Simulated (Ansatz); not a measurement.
**CH$_{4}$O$_{3}$Si (SMILES O[Si]1(O)CO1): density, localisation and related maps**

```yaml
atoms:
  - { symbol: O, position_ang: [-0.8670, 0.3085, -1.7251] }
  - { symbol: Si, position_ang: [0.1367, 0.1133, -0.4697] }
  - { symbol: O, position_ang: [1.5864, -0.0950, -1.1600] }
  - { symbol: C, position_ang: [-0.3297, -0.4254, 1.1750] }
  - { symbol: O, position_ang: [-0.0223, 1.0341, 0.8703] }
  - { symbol: H, position_ang: [-1.7707, 0.5537, -1.5208] }
  - { symbol: H, position_ang: [2.3424, -0.1353, -0.5724] }
  - { symbol: H, position_ang: [0.3751, -0.8413, 1.8928] }
  - { symbol: H, position_ang: [-1.3623, -0.5589, 1.4928] }
```

Geometry: PBE0-D4/def2-TZVP.

Computed with RKS PBE0-D4/def2-TZVPP (Ansatz 0.2.0).

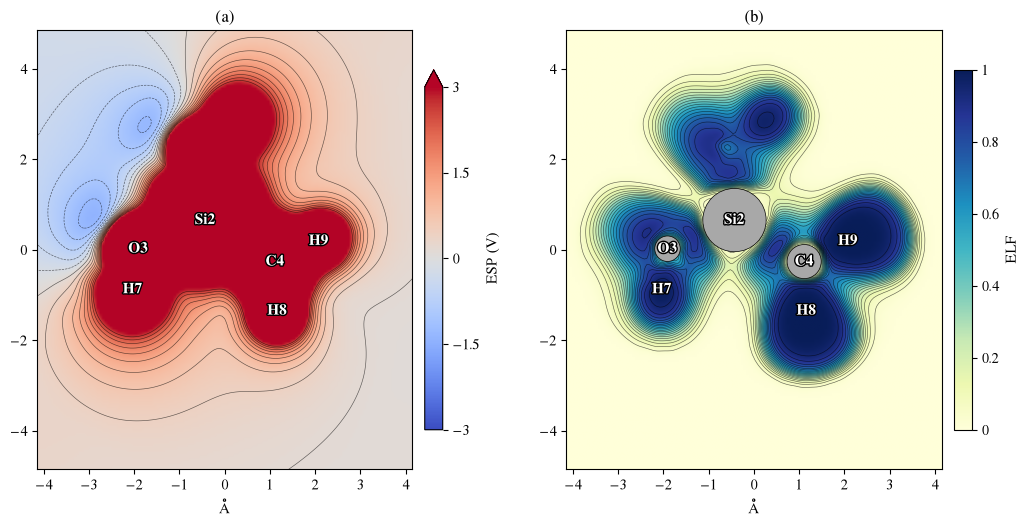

Figure 1. (a) molecular electrostatic potential; (b) ELF on the plane of atoms Si2, C4 and H8. Grey discs cover the atomic cores in the ELF map.

> What do the fields say about this system?

- Atoms in the plane: Si, O, C and H.
- Si–O (1.62 Å): the ELF peaks at about 0.90 between the atoms, as expected for a short, strongly polar bond.
- C–Si (1.79 Å): the ELF peaks at about 0.85 between the atoms: a covalent bond.
- O–H (0.96 Å): the ELF climbs to about 1 towards the hydrogen, as it does in any bond to H (an ordinary covalent bond to hydrogen).
- C–H (1.09 Å): the ELF climbs to about 1 towards the hydrogen: a covalent bond by its length.
- The ELF also peaks beside O3 and O1, away from the bonds: lone-pair regions.
- Outside the dense part of the molecule the potential is most negative (−1.4 V) near O3.

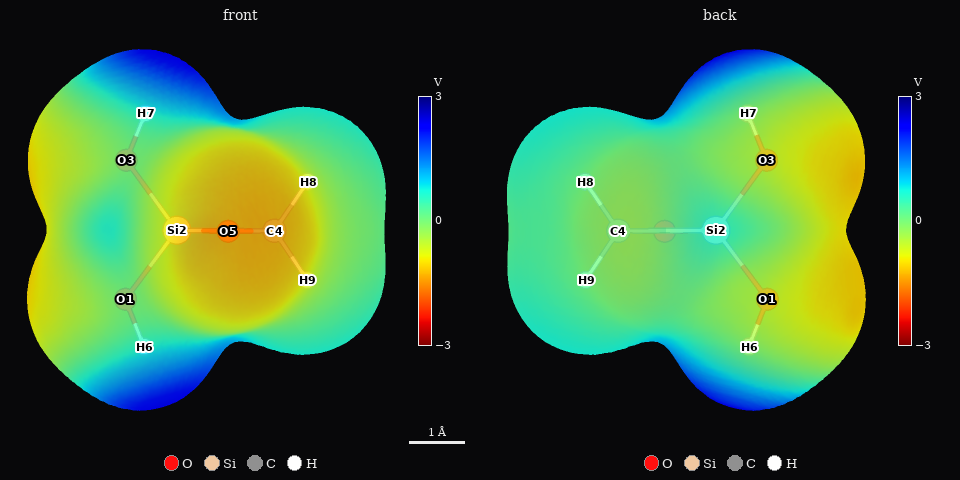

Figure 2. The electrostatic potential painted on the density surface at 0.001 e/bohr³, seen from the front and from behind; red is negative and blue positive.

> Describe the electrostatic potential map.

The most negative region (about −1.4 V) lies over O5, the most positive (about +2.3 V) over H6 and H7. O5 is the likeliest acceptor of a hydrogen bond.

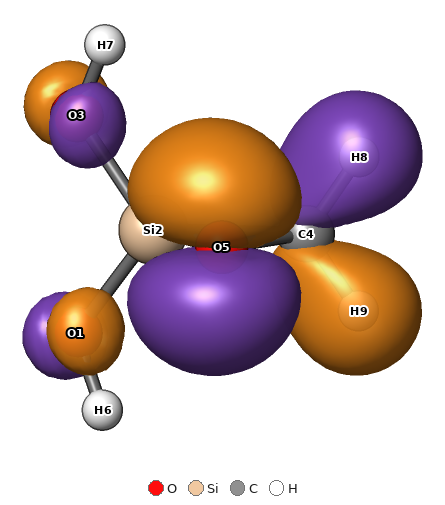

Figure 3. The HOMO−1 at ±0.1 Å⁻³ᐟ² (orange and purple are the two phases), seen at a tilt.

> What is the character of this orbital?

It lies mainly on O5 (about 60 %) and C4 (about 10 %). Its energy is −8.36 eV.
